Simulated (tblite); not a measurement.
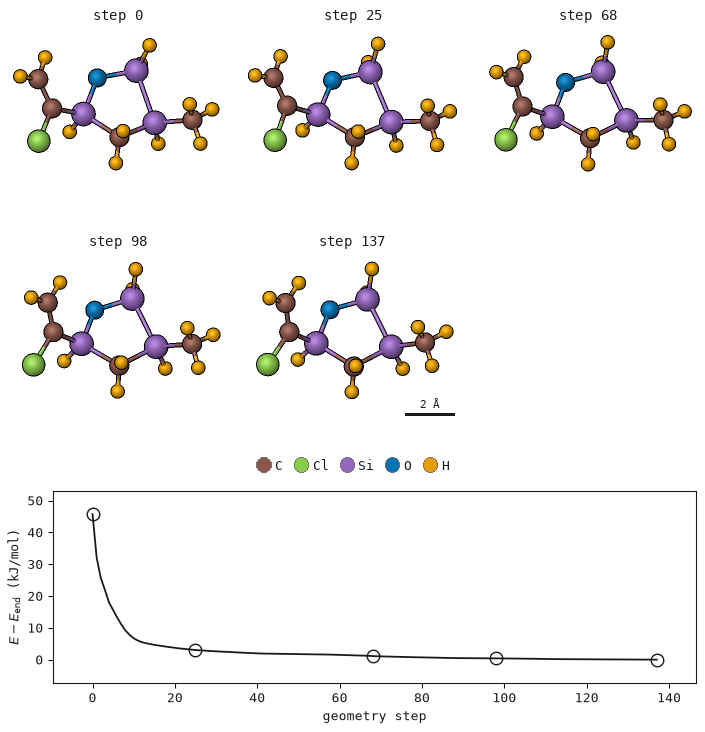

Frames of a relaxation of C$_{4}$H$_{11}$ClOSi$_{3}$, marked on the history of the run. Style: ball-and-stick. Shown at a tilt.

Method: GFN2-xTB geometry optimisation, gas phase in tblite. 

> What happens along the run?

The energy falls by 45.8 kJ/mol in 137 geometry steps. The atom that moves furthest after the best rigid fit is an H atom (0.86 Å). By element the largest moves are H 0.86 Å, C 0.57 Å, Cl 0.43 Å, O 0.32 Å, Si 0.26 Å. Among the contacts that change: O–Si 1.711 → 1.628 Å, C–Si 1.840 → 1.905 Å, Si–Si 2.366 → 2.319 Å, C–C 1.360 → 1.321 Å. Among the angles between lasting bonds that change: Si–Si–H 111.7° → 120.6°, O–Si–H 111.2° → 103.9°, Cl–C–Si 120.3° → 113.1°. Groups turn about C–Si by about 20°. From step 0 to 25: an H atom moves most (0.33 Å), energy −42.7 kJ/mol. From step 25 to 68: an H atom moves most (0.36 Å), energy −1.91 kJ/mol. From step 68 to 98: an H atom moves most (0.29 Å), energy −0.72 kJ/mol. From step 98 to 137: H atoms move most (0.21 Å), energy −0.39 kJ/mol.
